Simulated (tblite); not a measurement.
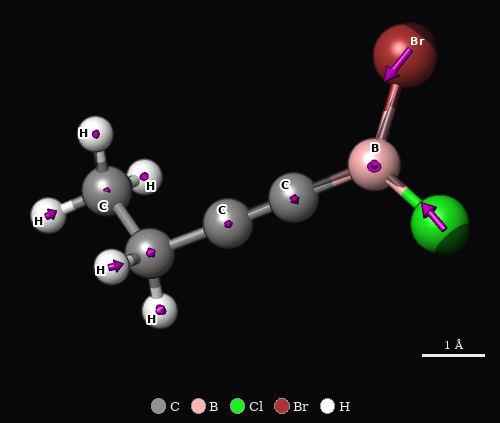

This is a relaxation of C$_{4}$H$_{5}$BBrCl. The starting structure is drawn faded, the final one solid; purple arrows show the displacements, 5 times their true length. The two geometries are superimposed by the best rigid fit.

The picture is a ball-and-stick view, seen at a tilt.

Theory: tblite 0.8.0, GFN2-xTB geometry optimisation, gas phase. 

> Describe the change and its energy.

The largest move after the best rigid fit is that of the Br atom, 0.14 Å. By element the largest moves are Br 0.14 Å, Cl 0.13 Å, B 0.06 Å, H 0.05 Å, C 0.03 Å. Near-neighbour distances that change, for instance: B–Cl 1.841 → 1.726 Å, B–Br 2.003 → 1.892 Å, C–H 1.121 → 1.087 Å, C–C 1.475 → 1.441 Å. After 32 geometry steps the energy has fallen by 7.44 kcal/mol.
